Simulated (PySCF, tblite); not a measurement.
# C4H6BF2Si radical: geometry, infrared bands and EPR parameters

Wanted: the infrared bands and EPR parameters of C4H6BF2Si radical (`FB(F)C1=C[CH]C[SiH2]1`), by calculation.

The runs use tblite 0.8.0 and PySCF 2.14.0, with density-fitted response routines of our own; the level of theory stands in each step. All values are computed, except where a source is named. Atoms count from 0, in the outputs and in this text.

## 1. Starting geometry

14 atoms, charge 0, multiplicity 2; geometry from: force field or distance geometry start.

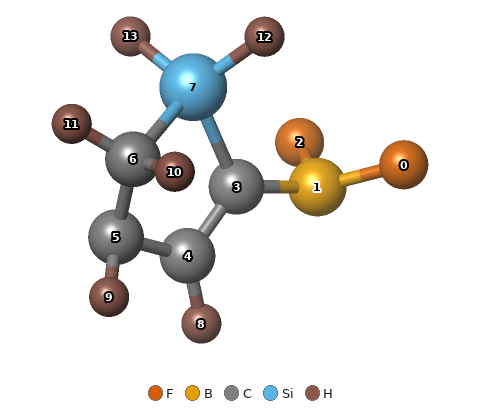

The starting geometry (fluorine orange, boron amber, carbon grey, silicon blue, hydrogen brown), atoms numbered.

## 2. Relaxing the molecule with GFN2-xTB

The job: settings as JSON, then the geometry in Å.

```
{"job": {"kind": "relax", "xc": "GFN2-xTB", "basis": "xTB"}, "charge": 0, "multiplicity": 2}
F      2.864600    -0.131600     1.475700
B      2.374500    -0.611100     0.179500
F      3.228200    -0.261700    -0.951000
C      0.839500    -0.381800    -0.071900
C     -0.106300    -1.305300    -0.196700
C     -1.452500    -0.824600    -0.432800
C     -1.727000     0.520100     0.138200
Si    -0.011700     1.278600    -0.200400
H      0.162600    -2.388300    -0.144200
H     -2.158300    -1.540000     0.072600
H     -1.979700     0.552900     1.209000
H     -2.487200     1.103400    -0.421700
H      0.389200     2.167900     0.864000
H      0.063500     1.821100    -1.542600
```

Started as:

```
$ OMP_NUM_THREADS=1 python probes_run.py task.json out
```

The driver reads the jobs from task.json and runs them one after another.

What it wrote:

```text
step      E/eV     max force
  0    -653.00653    4.466
  1    -653.86211    2.692
  2    -654.37577    2.745
  3    -654.59031    1.129
  4    -654.75333    0.858
  5    -654.79091    0.625
  6    -654.86067    0.516
  7    -654.88349    0.512
  8    -654.91076    0.332
  9    -654.92530    0.352
 10    -654.93718    0.292
 11    -654.94606    0.209
 12    -654.95356    0.171
 13    -654.95714    0.146
 14    -654.95876    0.105
 15    -654.95989    0.084
 16    -654.96107    0.085
 17    -654.96234    0.088
 18    -654.96364    0.117
 19    -654.96508    0.123
 20    -654.96704    0.109
 21    -654.97006    0.167
 22    -654.97437    0.226
 23    -654.97865    0.205
 24    -654.98136    0.120
 25    -654.98273    0.082
 26    -654.98361    0.081
 27    -654.98464    0.109
 28    -654.98580    0.108
 29    -654.98681    0.079
 30    -654.98764    0.067
 31    -654.98843    0.064
 32    -654.98923    0.070
 33    -654.98989    0.058
 34    -654.99033    0.043
 35    -654.99064    0.042
 36    -654.99100    0.051
 37    -654.99150    0.057
 38    -654.99205    0.057
 39    -654.99255    0.055
 40    -654.99306    0.055
 41    -654.99370    0.070
 42    -654.99457    0.089
 43    -654.99566    0.091
 44    -654.99687    0.085
 45    -654.99822    0.099
 46    -655.00002    0.121
 47    -655.00260    0.159
 48    -655.00552    0.145
 49    -655.00773    0.094
 50    -655.00930    0.096
 51    -655.01076    0.103
 52    -655.01173    0.165
 53    -655.01303    0.258
 54    -655.01593    0.135
 55    -655.01840    0.095
 56    -655.02381    0.196
 57    -655.02719    0.212
 58    -655.03727    0.257
 59    -655.04463    0.344
 60    -655.04953    0.270
 61    -655.01267    1.548
 62    -655.05861    0.186
 63    -655.06335    0.184
 64    -655.07287    0.436
 65    -655.08268    0.451
 66    -655.09139    0.384
 67    -655.10343    0.332
 68    -655.11223    0.308
 69    -655.11644    0.529
 70    -655.12665    0.272
 71    -655.13471    0.235
 72    -655.15023    0.657
 73    -655.15793    0.222
 74    -655.16306    0.243
 75    -655.16816    0.608
 76    -655.17708    0.342
 77    -655.18837    0.223
 78    -655.20462    0.193
 79    -655.21371    0.336
 80    -655.22055    0.500
 81    -655.23091    0.254
 82    -655.23905    0.196
 83    -655.24645    0.197
 84    -655.25003    0.300
 85    -655.25461    0.141
 86    -655.25754    0.217
 87    -655.25957    0.193
 88    -655.26172    0.127
 89    -655.26355    0.100
 90    -655.26493    0.085
 91    -655.26590    0.087
 92    -655.26674    0.079
 93    -655.26771    0.095
 94    -655.26886    0.076
 95    -655.27001    0.072
 96    -655.27082    0.048
 97    -655.27116    0.035
 98    -655.27125    0.062
 99    -655.27136    0.029
100    -655.27143    0.025
101    -655.27152    0.029
102    -655.27163    0.033
103    -655.27173    0.034
104    -655.27182    0.030
105    -655.27189    0.031
106    -655.27197    0.027
107    -655.27207    0.025
108    -655.27218    0.027
109    -655.27228    0.030
110    -655.27234    0.027
111    -655.27238    0.024
112    -655.27242    0.019
113    -655.27248    0.019
114    -655.27254    0.016
115    -655.27257    0.012
116    -655.27259    0.010
117    -655.27260    0.009
```

Wall time 0.64 s (1 thread of Arm Neoverse V2, shared host).

Relaxation path: (not every step is listed)

```
step  energy from step 0 (eV)  largest force (eV/Å)
   0                   0.0000                4.4660
   1                  -0.8556                2.6917
   2                  -1.3692                2.7455
   3                  -1.5838                1.1294
   4                  -1.7468                0.8582
   5                  -1.7844                0.6252
   6                  -1.8541                0.5164
   7                  -1.8770                0.5120
   8                  -1.9042                0.3321
  18                  -1.9571                0.1170
  28                  -1.9793                0.1077
  38                  -1.9855                0.0569
  48                  -1.9990                0.1448
  58                  -2.0307                0.2574
  68                  -2.1057                0.3082
  78                  -2.1981                0.1925
  88                  -2.2552                0.1272
  98                  -2.2647                0.0623
 108                  -2.2657                0.0270
 112                  -2.2659                0.0192
 113                  -2.2659                0.0186
 114                  -2.2660                0.0158
 115                  -2.2660                0.0117
 116                  -2.2661                0.0105
 117                  -2.2661                0.0086
```

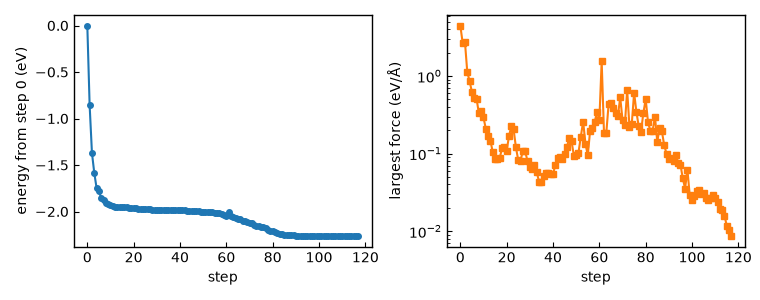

Energy and force, step by step.

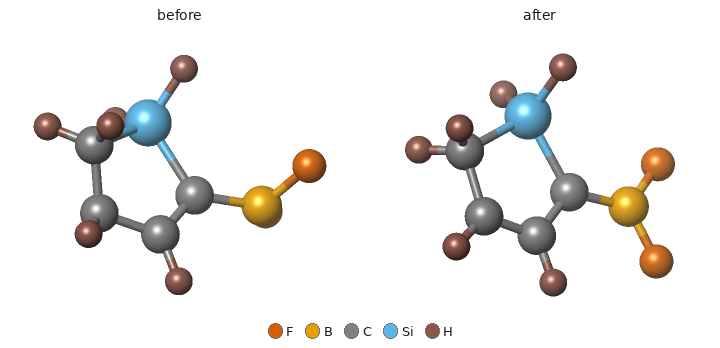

Before and after, at one scale.

Close pairs (by a distance rule), those that changed most:

```
   bond  before (Å)  after (Å)  change (Å)
  F0–B1       1.466      1.333      -0.134
  B1–F2       1.459      1.331      -0.129
  C4–C5       1.449      1.365      -0.084
  C3–C4       1.328      1.406      +0.079
  B1–C3       1.572      1.518      -0.054
  C5–H9       1.125      1.080      -0.045
  C4–H8       1.117      1.081      -0.036
Si7–H12       1.444      1.466      +0.022
```

The end geometry stands in the next job.

## 3. Harmonic vibrations with GFN2-xTB

The job: settings as JSON, then the geometry in Å.

```
{"job": {"kind": "ir", "xc": "GFN2-xTB", "basis": "xTB"}, "charge": 0, "multiplicity": 2}
F      3.246326     0.565861     0.030736
B      2.379478    -0.443499    -0.045098
F      2.966751    -1.633497    -0.142036
C      0.877285    -0.225473    -0.020971
C     -0.068562    -1.262357    -0.109738
C     -1.389317    -0.918887    -0.080245
C     -1.724350     0.523327     0.031417
Si    -0.026644     1.413036     0.137312
H      0.247962    -2.292240    -0.198035
H     -2.178597    -1.653707    -0.138210
H     -2.371201     0.686384     0.895628
H     -2.318710     0.828114    -0.832853
H      0.173314     2.075114     1.429558
H      0.185587     2.337352    -0.979633
```

What it wrote:

```text
mode    cm-1     km/mol
  1      56.8      0.07
  2      63.9      0.00
  3     106.7      0.48
  4     163.4      2.00
  5     288.5      9.63
  6     365.1      1.24
  7     368.3      0.56
  8     452.0      3.43
  9     458.5     15.80
 10     494.8     13.15
 11     560.1    172.78
 12     593.7     25.61
 13     636.2     96.62
 14     653.5     25.59
 15     680.2     57.25
 16     724.4     21.99
 17     762.1    120.72
 18     770.6    122.21
 19     902.2      1.03
 20     981.3     20.86
 21    1007.0     62.69
 22    1050.8      2.74
 23    1124.1     32.14
 24    1201.6    251.61
 25    1222.9     48.51
 26    1237.4    146.66
 27    1301.7    330.62
 28    1396.4    358.56
 29    1428.9     27.14
 30    1484.9      2.38
 31    2238.8    416.89
 32    2248.3    154.10
 33    2943.3     20.92
 34    2975.7     14.84
 35    3065.3     10.89
 36    3078.7     54.47
```

Run time: 0.37 s. Hardware: 1 thread of Arm Neoverse V2, shared host.

The strongest bands and the atoms that carry them (share of the mass-weighted mode):

```
cm⁻¹  km/mol                                  atoms
 560   172.8             B1 35 %, C3 33 %, H13 11 %
 771   122.2  C6 22 %, H13 17 %, H12 17 %, Si7 17 %
1202   251.6              B1 52 %, F0 13 %, H8 12 %
1237   146.7              H8 24 %, C3 20 %, C6 17 %
1302   330.6     B1 34 %, H8 15 %, C4 13 %, H9 12 %
1396   358.6              C3 41 %, C4 21 %, B1 18 %
2239   416.9                     H12 68 %, H13 28 %
2248   154.1                     H13 69 %, H12 29 %
```

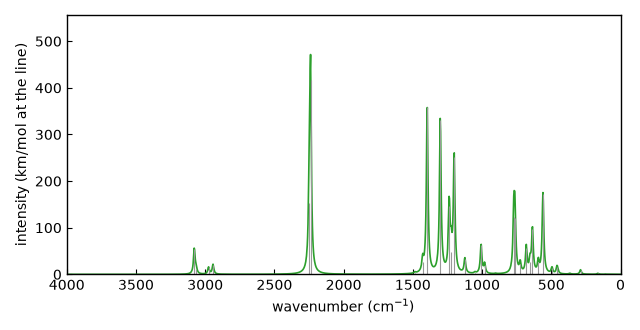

The infrared spectrum from these modes, unscaled. Lines are broadened to a width of 14 cm⁻¹ (Lorentzian).

## 4. g tensor and hyperfine couplings: B3LYP/pcH-1

Same as in step 3 but for these lines:

```diff
@@ -1,2 +1,2 @@
-{"job": {"kind": "ir", "xc": "GFN2-xTB", "basis": "xTB"}, "charge": 0, "multiplicity": 2}
+{"job": {"kind": "epr", "basis": "pcH-1"}, "charge": 0, "multiplicity": 2}
 F      3.246326     0.565861     0.030736
```

With the program's defaults for keys left out, this is: UKS B3LYP, pcH-1 on B C F H Si, non-relativistic, mean-field spin-orbit, GIAO.

What it wrote:

```text
UKS, coarse grid
  cycle   1  E = -670.09462337  |g| = 5.37e-01
  cycle   2  E = -670.01260174  |g| = 7.63e-01
  cycle   3  E = -670.19632737  |g| = 4.40e-02
  cycle   4  E = -670.19688999  |g| = 2.96e-02
  cycle   5  E = -670.19731839  |g| = 7.40e-03
  cycle   6  E = -670.19737324  |g| = 3.11e-03
  cycle   7  E = -670.19738513  |g| = 2.30e-03
  cycle   8  E = -670.19738923  |g| = 9.47e-04
UKS, final grid
  cycle   1  E = -670.19741023  |g| = 1.67e-03
  cycle   2  E = -670.19740623  |g| = 3.21e-03
  cycle   3  E = -670.19741176  |g| = 1.23e-04
  cycle   4  E = -670.19741177  |g| = 4.20e-05
  cycle   5  E = -670.19741177  |g| = 3.14e-05
  cycle   6  E = -670.19741177  |g| = 5.60e-06
E = -670.19741177 Eh   <S^2> = 0.7683 (exact 0.7500)
g shifts (ppm)      1          2          3
  rmc          -141       -141       -141
  gc             -2         30         27
  oz_so           7        545       1319
  total        -136        434       1205
hyperfine (MHz)  atom isotope    a_iso     a_fc   dipolar eigenvalues
    0   19F      11.89      11.57    -37.15    -33.99     71.14
    1   11B     -17.78     -17.80     -6.88     -1.41      8.28
    2   19F      12.48      12.18    -34.22    -30.82     65.04
    3   13C      34.93      35.01    -42.08    -41.13     83.22
    4   13C     -37.22     -37.23    -19.45      7.63     11.81
    5   13C      45.53      45.58    -44.54    -43.22     87.76
    6   13C     -16.50     -16.50     -1.31      0.13      1.18
    7  29Si      26.04      26.08     -1.97      0.03      1.94
    8    1H       7.50       7.50     -4.50     -0.23      4.73
    9    1H     -35.93     -35.94    -21.26     -1.07     22.32
   10    1H      52.84      52.83     -3.47     -1.90      5.37
   11    1H      58.54      58.54     -3.40     -2.01      5.41
   12    1H      36.22      36.22     -1.81     -1.32      3.13
   13    1H      32.61      32.62     -1.84     -1.28      3.11
```

Run time: 73 s. Hardware: 1 thread of Arm Neoverse V2, shared host; peak memory 0.97 GiB.

Principal g values 2.00218, 2.00275, 2.00352; g(iso) = 2.00282, against 2.00232 for a free electron.

Hyperfine couplings; where a row names several nuclei, a(iso) is their mean (it holds for fast rotation or exchange) and the dipolar term the largest among them:

```
  nuclei  isotope  a(iso) (MHz)  a(iso) (G, at g = 2.0023)  largest dipolar term (MHz)
H10, H11       1H          55.7                       19.9                         5.4
      C5      13C          45.5                       16.2                        87.8
      C4      13C         -37.2                      -13.3                       -19.4
      H9       1H         -35.9                      -12.8                        22.3
      C3      13C          34.9                       12.5                        83.2
H12, H13       1H          34.4                       12.3                         3.1
     Si7     29Si          26.0                        9.3                        -2.0
      B1      11B         -17.8                       -6.3                         8.3
      C6      13C         -16.5                       -5.9                        -1.3
  F0, F2      19F          12.2                        4.3                        71.1
      H8       1H           7.5                        2.7                         4.7
```

Mulliken spin populations:

F0 0.01; B1 0.05; F2 0.01; C3 0.58; C4 -0.20; C5 0.56; C6 -0.04; Si7 -0.03; H8 0.01; H9 -0.03; H10 0.02; H11 0.02; H12 0.02; H13 0.02

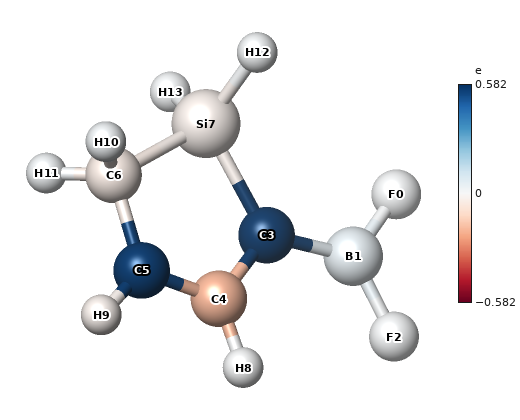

Mulliken spin populations, as colours on the atoms.

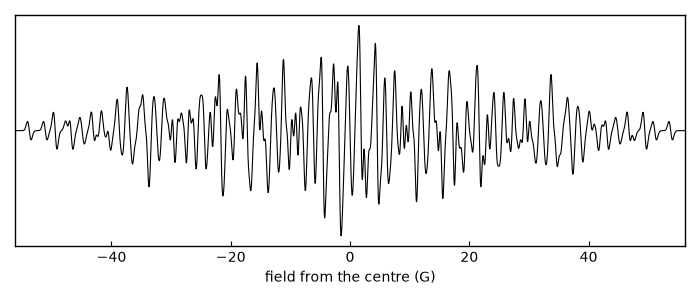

First-order isotropic spectrum (first derivative, main isotopes with spin only, couplings over 0.8 MHz, Gaussian width 0.3 G; couplings of the frozen geometry, rotation of groups not averaged beyond the rows shown).

Orbitals, density, ELF and potential are computed afterwards from the orbital file.

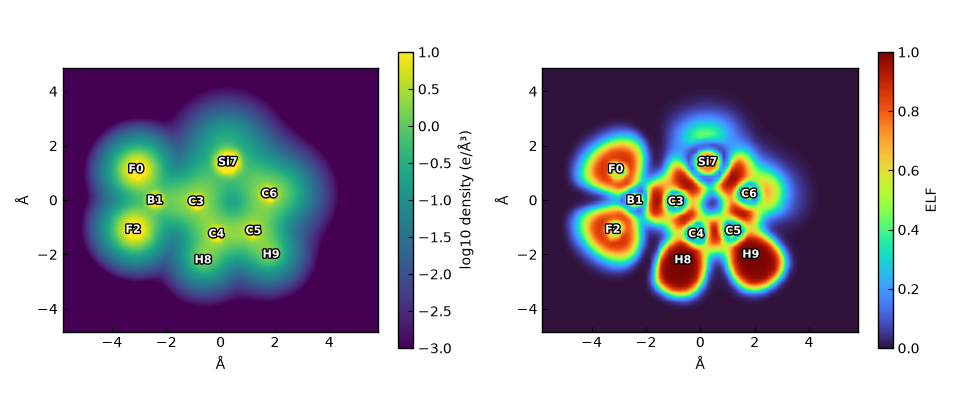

Density (left) and ELF (right) in a plane through or near 10 of the atoms.

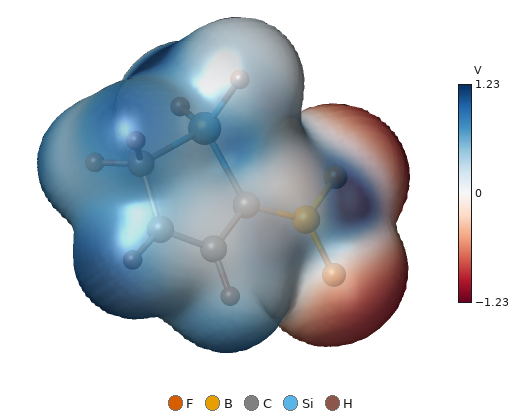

Electrostatic potential on the surface of density 0.002 e/bohr³; red is low, blue high. It runs from -1.03 V near F0 to 1.23 V near B1.

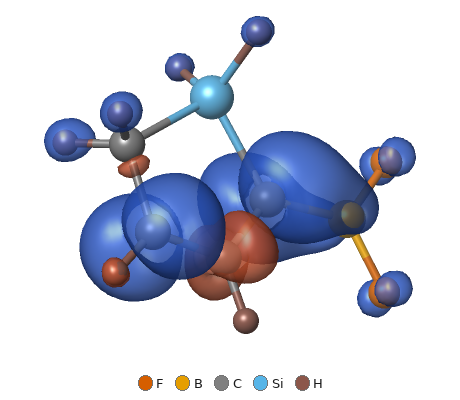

Spin density at ±0.02 e/Å³ (alpha excess blue, beta excess red).

## 5. Summary of results

```
                                 quantity                     value
strongest single infrared mode (GFN2-xTB)     2239 cm⁻¹, 417 km/mol
             zero-point energy (GFN2-xTB)             55.9 kcal/mol
                           g(iso) (B3LYP)                   2.00282
                                     ⟨S²⟩        0.768 (exact 0.75)
       largest a(iso) (averaged by class)  1H on H10, H11, 55.7 MHz
    surface potential, least and greatest        -1.03 V and 1.23 V
```

What this shows: The optimisation took 117 steps and gained 2.266 eV; among the close pairs (by a distance rule), F0–B1 changed most, from 1.466 to 1.333 Å. No mode is imaginary among the 36: a minimum at this level. The strongest single mode, at 2239 cm⁻¹, moves mainly H12. Unscaled tight-binding wavenumbers are off by several per cent, some by more. Its intensities can rank the bands wrongly. The largest spin populations lie on C3 (0.58 e), C5 (0.56 e). The isotropic g lies 0.5 ppt above the free-electron value.
